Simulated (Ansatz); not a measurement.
**HgTe (zinc blende): scan of one atom of the cell**

Relaxed HgTe (zinc blende):

```
HgTe
1.0
    0.00000     3.32535     3.32535
    3.32535     0.00000     3.32535
    3.32535     3.32535     0.00000
Te Hg
1 1
Direct
  0.75000   0.75000   0.75000
  0.00000   0.00000   0.00000
```

In each cell atom 1 (Te, nearest neighbour Hg at 2.880 Å; its periodic images, 4.7 Å or more away, move with it) moves by s·(1.000, 0.000, 0.000) (along Cartesian x), the rest being held.

Computed with PBE (plane waves to 420 eV, PAW, scalar-relativistic; Ansatz, a program for electronic structure). k mesh 10×10×10 (Γ-centred), Fermi-Dirac smearing 0.05 eV. E stands for the smeared free energy. Compression counts positive. With partly filled bands, energies and forces of such displacements shift with the k mesh and the smearing. At this level the bands of HgTe touch or barely overlap. HgTe was relaxed with its symmetry unable to fall. Spin-orbit coupling is left out, though Hg and Te are heavy. The PAW data are Ansatz's earlier set. The relaxed volume of HgTe is well above the measured one; the method has no dispersion term. ΔE is measured from the undisplaced structure.

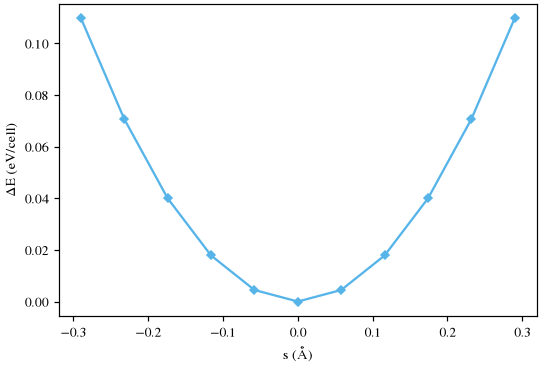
ΔE (eV/cell) against s (Å); computed points joined by lines.

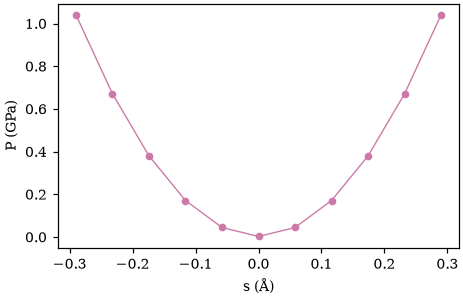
Figure: P (GPa) against s (Å); one marker a computed point.

The energy at s = 0.290 Å comes out as 110 meV/cell and the force along the line at s = -0.290 Å is 0.746 eV/Å. The zone-centre optical wavenumber from k is 96 cm⁻¹. Shape of the curve: a single well with its minimum at or next to zero displacement. Symmetry of the curve: even: the same for both signs.

With its periodic images moving along, the atom's site symmetry in this cell is -43m.

(For displaced atoms, the force is minus the slope of the energy, and its curvature is a force constant, which sets phonon frequencies.)
